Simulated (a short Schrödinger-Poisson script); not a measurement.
Structure: symmetric double-gate stack, Si3N4 on p-type Si(111), at 300 K.

```csv
layer,material,thickness (nm),Na (cm⁻³)
1,Si3N4,5,-
2,Si,8,3e15
3,Si3N4,5,-
```

Constants are typed, rounded textbook-type inputs, not results; the design itself was drawn at random and stands for no fabricated device. Si3N4: permittivity 7.5, conduction-band edge (eV) 1.95, gap (eV) 5.1, electron mass (mₑ) 0.5. Si: permittivity 11.7, conduction-band edge (eV) 0, gap (eV) 1.124, Nv at 300 K (cm⁻³) 3.1e19.

Channel valleys (confinement mass, in-plane density-of-states mass, number): Δ6 0.258, 0.358, 6. At the gates, both at one voltage, the conduction-band edge of layer 1 lies 2.22 eV − eVg above the Fermi level of the channel. Gaps are held at their typed values at every temperature. Mesh 0.03 nm at interfaces.

Solved with a short Schrödinger-Poisson script written for these runs: 1D Poisson equation in equilibrium, electrons quantum, Hartree (BenDaniel-Duke, 12 states a valley, the channel's in-plane mass for all, wave functions ending at the dielectric), parabolic valleys, classical holes, full ionisation, no traps, pinning or gate leakage.

Only gate voltages with over 1e8 electrons/cm² are shown.

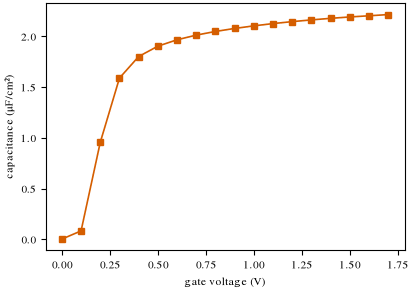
Figure: Quasi-static capacitance against gate voltage

```csv
Vg (V),electrons (cm⁻²),C (μF/cm²),Δ6 E0 (meV),Δ6 E1 (meV)
0,2.98e8,< 0.003,293.0,361.3
0.1,1.37e10,0.0829,194.0,262.3
0.2,2.86e11,0.956,115.3,182.6
0.3,1.12e12,1.59,80.0,144.2
0.4,2.18e12,1.80,62.5,123.0
0.5,3.34e12,1.90,51.3,108.2
0.6,4.55e12,1.97,43.2,96.6
0.7,5.80e12,2.01,36.9,86.9
0.8,7.06e12,2.05,31.7,78.7
0.9,8.35e12,2.08,27.3,71.5
1,9.66e12,2.10,23.6,65.1
1.1,1.10e13,2.13,20.3,59.4
1.2,1.23e13,2.15,17.3,54.2
1.3,1.37e13,2.16,14.6,49.5
1.4,1.50e13,2.18,12.2,45.2
1.5,1.64e13,2.19,10.0,41.2
1.6,1.77e13,2.20,7.9,37.5
1.7,1.91e13,2.22,5.9,34.1
```

Subbands count from the Fermi level. The capacitance is that of both gates.
